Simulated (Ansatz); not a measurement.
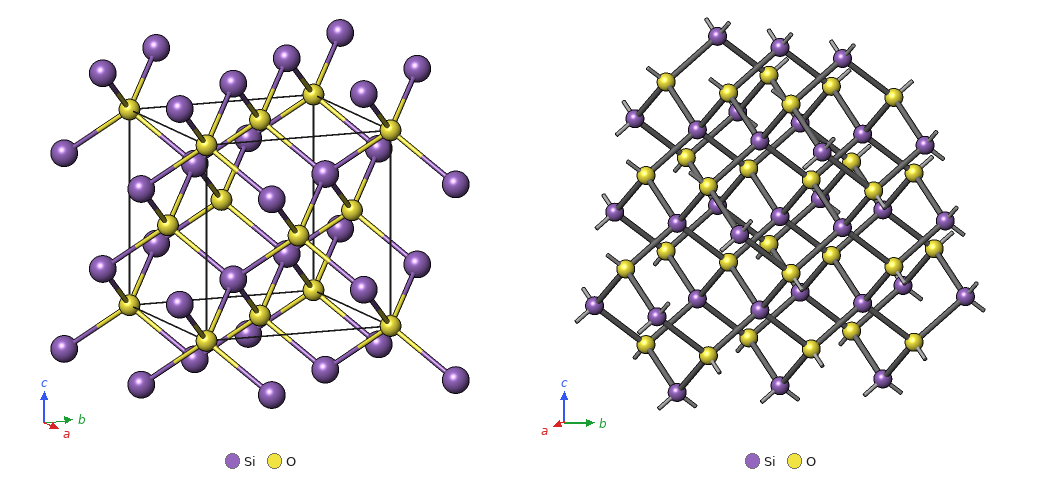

Left: the structure. Right: its underlying net. Nodes are coloured by element. Short stubs are edges that leave the cut-out.

System SiO (space group F-43m, No. 216); source of the atomic positions: the geometry relaxed with Ansatz, DFT PBE, scalar-relativistic, plane waves, PAW; the starting structure was generated, so it need not be a known form of this composition.

Bonds are taken as O–Si below 2.4 Å. Atoms with one bond or none are removed and atoms with two bonds are replaced by edges, until no such atom is left.

The result is a uninodal 4-connected, three-periodic net: Si and O are 4-connected nodes. It is the dia net, known from diamond, zinc blende and cristobalite. It is a single net, without interpenetration.

```json
{"node": "Si and O", "links": "4", "point symbol": "6⁶", "coordination sequence": "4 12 24 42 64 92"}
```
